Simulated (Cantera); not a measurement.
Charge: 1 mol ZrO2, 0.97 mol H2, 100 mol N2, at 5.40 Torr.

Method: chemical equilibrium by Gibbs-energy minimisation in Cantera with the NASA 1993 tables (ideal gas, pure condensed phases). Candidate condensed phases: H2O, Zr, ZrN, ZrO2; 28 gas species. Rates play no part.

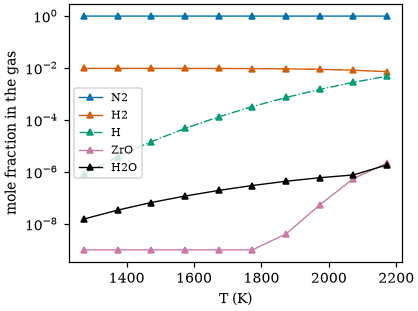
Fig. 1. Equilibrium gas composition (values under 1e-9 drawn at 1e-9)

From 1273 K to 1473 K the condensed part is ZrO2(monoclinic). From 1573 K to 2173 K the condensed part is ZrO2(tetragonal).
